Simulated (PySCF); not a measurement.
## Electronic structure of C3H6GeO3 (SMILES CC(=O)O[C](=O)[GeH3]) in real space

```xyz
13

C    -2.3239    0.1231    0.6685
C    -1.4298   -0.3103   -0.4552
O    -1.7630   -0.7942   -1.4877
O    -0.1140   -0.0444   -0.1093
C     0.9653   -0.3702   -0.8832
O     0.9327   -0.9413   -1.9235
Ge    2.5445    0.2820    0.1227
H    -2.2618    1.2040    0.7777
H    -1.9889   -0.3283    1.5991
H    -3.3476   -0.1672    0.4536
H     2.6958   -0.5293    1.3668
H     3.7869    0.1843   -0.6930
H     2.2995    1.6923    0.5457
```

Geometry: GFN2-xTB.

Theory: CAM-B3LYP/def2-SVPD, SCF density, gas phase (PySCF).

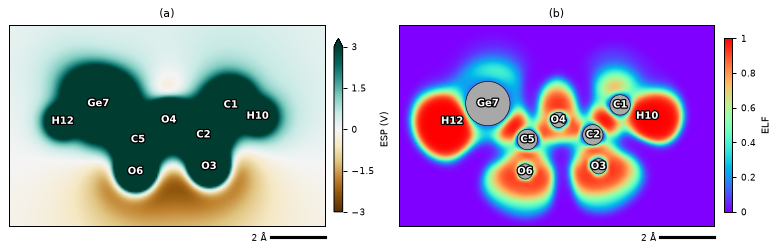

Figure 1. (a) electrostatic potential; (b) ELF on the plane of atoms C1, C2 and O4. Grey discs cover the atomic cores in the ELF map.

Question: Read the bonding off the picture.

Answer: Atoms in the plane: C, O, Ge and H. C–O (1.19 Å): the ELF peaks at about 0.85 between the atoms: a short, multiple covalent bond. C–C (1.50 Å): the ELF peaks at about 0.95 between the atoms (a shared electron pair). C–Ge (1.98 Å): the ELF peaks at about 0.95 in the valence shell of C, 0.7 Å from its nucleus, and is about 0.75 at the midpoint. C–H (1.09 Å): the ELF climbs to about 1 towards the hydrogen, as it does in any bond to H (an ordinary covalent bond to hydrogen). C–O (1.37 Å): the ELF peaks at about 0.90 between the atoms; a shared but strongly polarised pair. The ELF also peaks beside O6, O3 and O4, away from the bonds: lone-pair regions. Outside the dense part of the molecule the potential is most negative (−2.3 V) near O3.

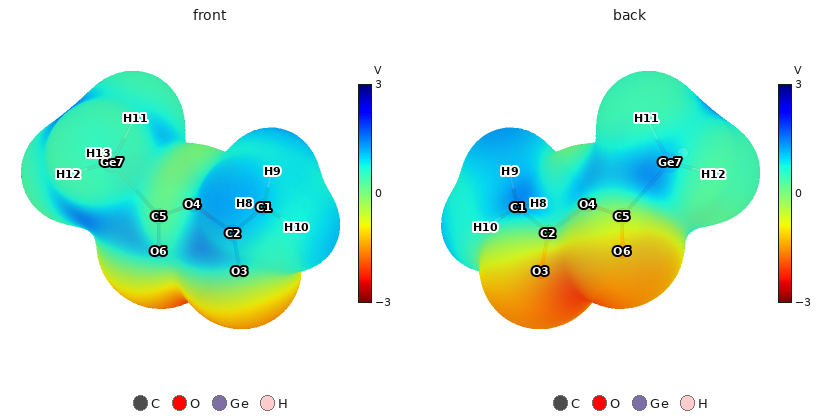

Figure 2. The molecular electrostatic potential painted on the density surface at 0.002 e/bohr³, seen from the front and from behind; red is negative and blue positive.

Question: Which sites attract a positive test charge, and which a negative one?

Answer: A positive charge is drawn to the negative regions and a negative charge to the positive ones. The most negative region (about −2.1 V) lies over O3 and O6, the most positive (about +1.5 V) over C2 and Ge7.

Question: What dipole moment does the calculation give?

Answer: Its dipole moment is 4.27 D.
